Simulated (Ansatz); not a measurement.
Start from SnO2 in the rutile structure (space group P4_2/mnm, No. 136; a = 4.769 Å, c = 3.212 Å).

The change: cell and atoms relaxed at a pressure of 0.3 GPa.

Calculations: PBEsol, PAW, 420 eV (Ansatz, a first-principles code; no spin-orbit coupling).

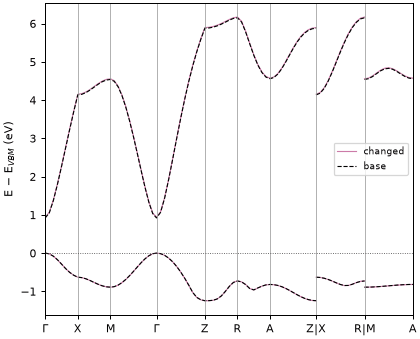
Figure. Highest valence and lowest conduction band along the path, each from its own valence-band maximum

Question: Read the changed gap and its character from the plot.

Answer: About 0.9 eV, direct at Γ.

Load acts through the strain it causes; cell and atoms are relaxed under it. Stability against distortions was not tested. The base started in Imma and relaxed to P4_2/mnm at this level.
